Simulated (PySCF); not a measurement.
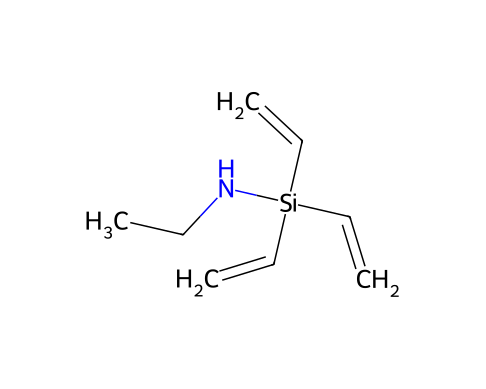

Structural formula above. The geometry was computed by an optimisation with PBE0-D3(BJ)/def2-SVP. No frequency run is at hand to confirm it as a minimum.

Describe the 3D structure.

Formula C₈H₁₅NSi. SMILES: `C=C[Si](C=C)(C=C)NCC`. It has no ring. Among its groups: alkene, Si–N bond. Coordination, clear cases only: 1 Si tetrahedral; 6 C trigonal planar; 2 C tetrahedral.

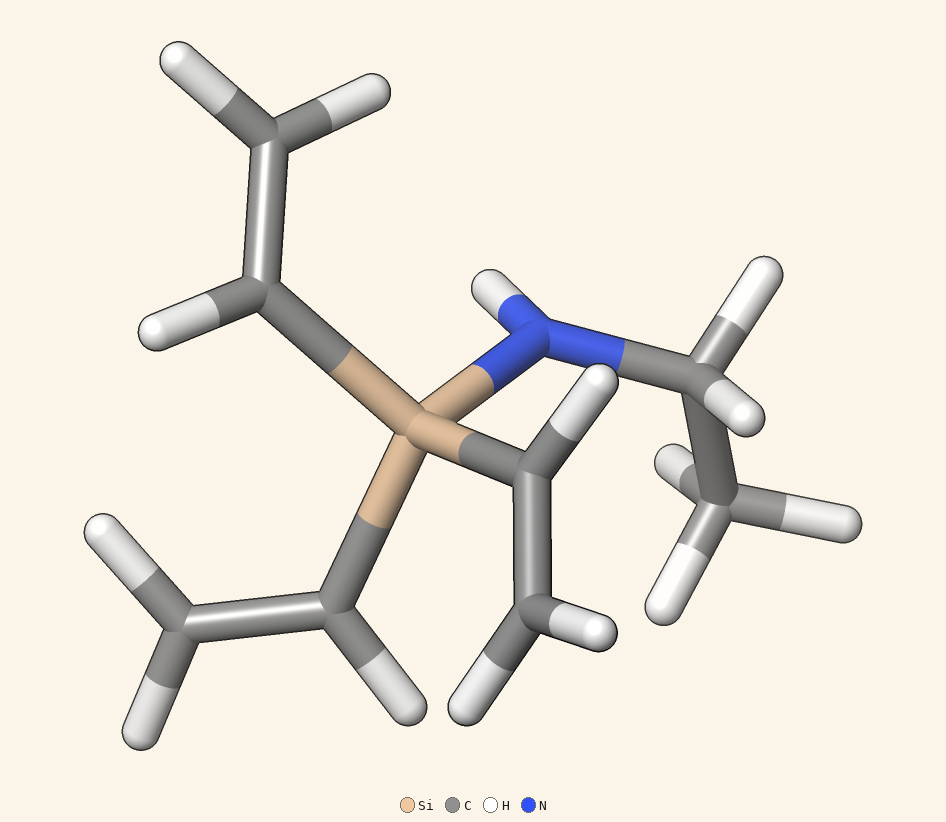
